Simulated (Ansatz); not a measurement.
# B2H5NSi: rigid torsion scan

Wanted for B2H5NSi: a rigid torsion scan. SMILES: BN1B[SiH2]1.

Computed with Ansatz 0.2.0, driven from Python. The levels of theory stand in the script.

## (1) The structure

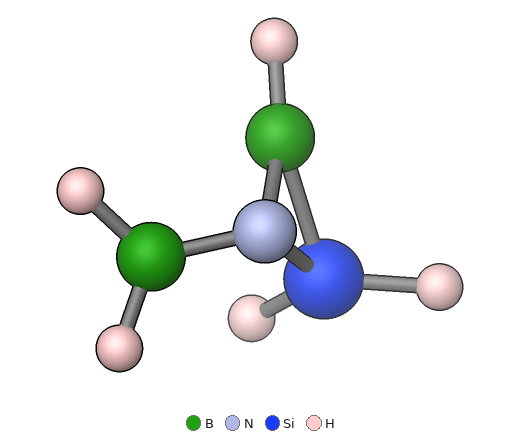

The starting structure, viewed from a chosen angle; boron green, nitrogen light blue, silicon blue, hydrogen pink.

The script holds or builds the structure itself.

## (2) The code

torsion_b2h5nsi.py

```python
"""Energy of B2H5NSi as one group turns about a bond."""

import warnings

import ansatz as az
from ase import Atoms

SETTINGS = {
    "basis": "cc-pVDZ",
    "functional": "pbe0",
    "force_tol": 0.02,
    "level": "MP2",
}

warnings.simplefilter("ignore", az.DeckWarning)

atoms = Atoms(["B", "N", "B", "Si", "H", "H", "H", "H", "H"], positions=[
    (-0.8356, 1.1161, 0.1579),
    (-0.0416, 0.0983, 0.8408),
    (1.2859, 0.0443, 0.1091),
    (-0.0282, -1.3324, -0.1272),
    (-2.0582, 1.0349, 0.1065),
    (-0.4457, 2.261, -0.0371),
    (2.4056, 0.5036, -0.1192),
    (0.4027, -2.5624, 0.5143),
    (-0.5964, -1.2097, -1.4622),
])

# relax first, so that the scan starts from a minimum
first = (
    az.Crystal.molecule_from_ase(atoms).calculation()
    .basis(gaussian=SETTINGS["basis"])
    .functional(SETTINGS["functional"])
    .relax(force_tolerance=SETTINGS["force_tol"], max_steps=80)
)
atoms.positions = first.run(threads=1, backend="cpu").report["positions_ang"]

start = atoms.get_dihedral(2, 1, 0, 4)
energies = {}
for turn in range(0, 360, 40):
    turned = atoms.copy()
    turned.set_dihedral(2, 1, 0, 4, start + turn, indices=[0, 4, 5])
    job = (
        az.Crystal.molecule_from_ase(turned).calculation()
        .basis(gaussian=SETTINGS["basis"])
        .correlation(SETTINGS["level"])
    )
    energies[round((start + turn) % 360)] = job.run(threads=1, backend="cpu").report["free_energy_ev"]
floor = min(energies.values())
print("dihedral B2-N1-B0-H4 (deg)   E - E(min) (kJ/mol)")
for angle, e in sorted(energies.items()):
    print(f"{angle:8d} {96.485332 * (e - floor):14.3f}  " + "#" * int(30 * (e - floor) / max(max(energies.values()) - floor, 1e-9)))
```

## (3) The calls as engine input

The package turns the script's settings into the engine's input (first run):

```yaml
crystal:
  periodic: [false, false, false]
  atoms:
    - { symbol: B, position_ang: [-0.8356, 1.1161, 0.1579] }
    - { symbol: "N", position_ang: [-0.0416, 0.0983, 0.8408] }
    - { symbol: B, position_ang: [1.2859, 0.0443, 0.1091] }
    - { symbol: Si, position_ang: [-0.0282, -1.3324, -0.1272] }
    - { symbol: H, position_ang: [-2.0582, 1.0349, 0.1065] }
    - { symbol: H, position_ang: [-0.4457, 2.261, -0.0371] }
    - { symbol: H, position_ang: [2.4056, 0.5036, -0.1192] }
    - { symbol: H, position_ang: [0.4027, -2.5624, 0.5143] }
    - { symbol: H, position_ang: [-0.5964, -1.2097, -1.4622] }
basis:
  gaussian:
    orbitals: cc-pVDZ
hamiltonian:
  xc: pbe0
relax:
  f_tol: 0.02
  max_steps: 80
```

## (4) Running it

Run with:

```console
> python torsion_b2h5nsi.py
```

Standard output:

```text
dihedral B2-N1-B0-H4 (deg)   E - E(min) (kJ/mol)
      19          2.157  ###
      59         13.554  ######################
      99         17.809  ##############################
     139          7.711  ############
     179          0.000
     219          7.376  ############
     259         17.693  #############################
     299         13.839  #######################
     339          2.372  ###
```

Run time: 48 s. Hardware: 1 thread of Arm Neoverse V1, shared host; peak memory 0.23 GiB.

Lines on the test bed's own set-up are left out of the output.

## (5) The relaxation of run 0, step by step

Step by step:

```csv
step,energy from step 1 (eV),largest force component (eV/Å)
1,0.0000,3.0541
2,-0.8313,2.1483
3,-1.2316,1.1468
4,-1.4226,0.5081
5,-1.5426,0.3020
6,-1.6234,0.1538
7,-1.6633,0.0876
8,-1.6645,0.1120
9,-1.6651,0.0402
10,-1.6653,0.0111
```

Step 1 is the start.

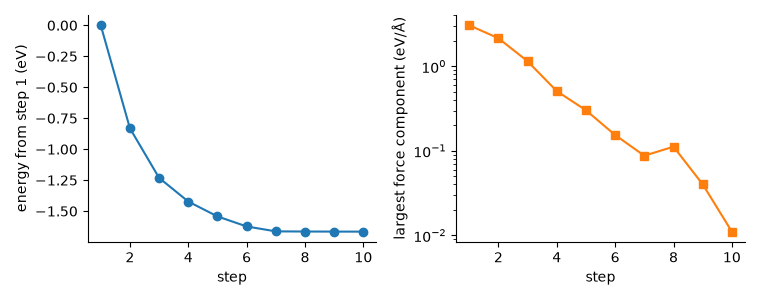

Energy and largest force along the relaxation.

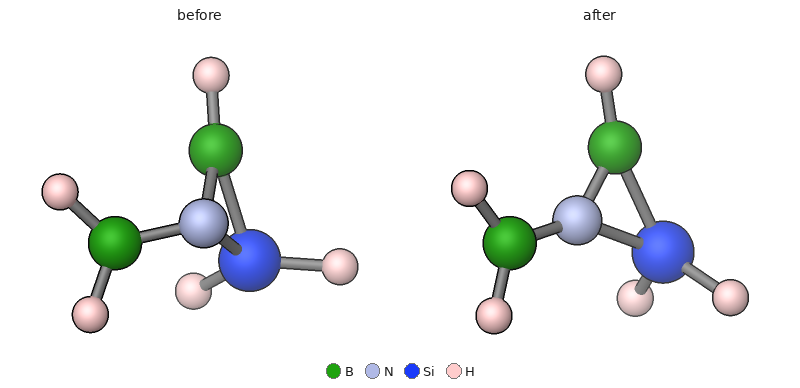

Before and after, at one scale.

Before: Bond lengths: B1–N2 1.460 Å, N2–B3 1.517 Å, N2–Si4 1.727 Å, B3–Si4 1.918 Å, B1–H5 1.226 Å, B1–H6 1.225 Å, B3–H7 1.232 Å, Si4–H8 1.453 Å, Si4–H9 1.456 Å. Angles (14 of 15 angles, heavy atoms first): B1–N2–B3 106.0°, B1–N2–Si4 108.6°, B3–N2–Si4 72.1°, N2–B3–Si4 59.0°, N2–Si4–B3 48.8°, N2–B1–H5 121.0°, N2–B1–H6 123.6°, N2–B3–H7 150.7°, Si4–B3–H7 150.2°, N2–Si4–H8 117.1°, N2–Si4–H9 116.2°, B3–Si4–H8 110.5°, B3–Si4–H9 108.7°, H5–B1–H6 111.9°.

After: Bond lengths: B1–N2 1.428 Å, N2–B3 1.403 Å, N2–Si4 1.826 Å, B3–Si4 1.948 Å, B1–H5 1.208 Å, B1–H6 1.210 Å, B3–H7 1.198 Å, Si4–H8 1.495 Å, Si4–H9 1.495 Å. Angles (14 of 15 angles, heavy atoms first): B1–N2–B3 138.2°, B1–N2–Si4 148.9°, B3–N2–Si4 72.9°, N2–B3–Si4 63.6°, N2–Si4–B3 43.5°, N2–B1–H5 119.8°, N2–B1–H6 118.5°, N2–B3–H7 135.9°, Si4–B3–H7 160.5°, N2–Si4–H8 113.3°, N2–Si4–H9 113.4°, B3–Si4–H8 124.1°, B3–Si4–H9 124.3°, H5–B1–H6 121.7°.

Run 0 is this relaxation; the runs after it count from 1.

## (6) What each run gave

The 9 runs, in the order started:

```
run  turn (°)  energy from run 1 (eV)  iterations in all  CPU time (s)
  1         0                  0.0000                 12          0.92
  2        40                  0.0764                 14          0.96
  3        80                  0.1834                 14          0.97
  4       120                  0.1434                 14          0.96
  5       160                  0.0246                 12          0.93
  6       200                  0.0224                 12          0.92
  7       240                  0.1405                 14          0.98
  8       280                  0.1846                 14          0.98
  9       320                  0.0799                 14          0.96
```

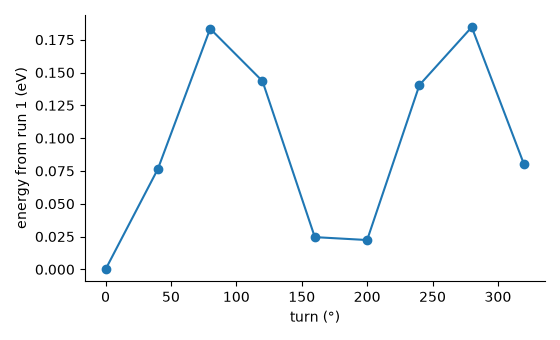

Energy against turn; lines join the points.

## (7) Outcome

```
              quantity     value
         runs compared         9
       range of energy  0.185 eV
lowest point, turn (°)         0
```

**Reading.** The lowest point lies at a turn of 0°, the highest 0.185 eV (17.8 kJ/mol) above it at 280°. The grid can miss the true lowest and highest points, and the rest of the molecule is held rigid. Run 0: After 9 moves the largest shift is 0.808 Å. So large a move can change the bonding: the results belong to the relaxed structure. The scan is rigid and the energies are electronic, in a modest basis. With rigid groups the curve can differ much from the relaxed path, the start wasn't checked as a minimum of this torsion, and equivalent turns needn't return to the same energy. The start is relaxed with a density functional and scanned with the wavefunction method, so it isn't exactly that method's minimum.
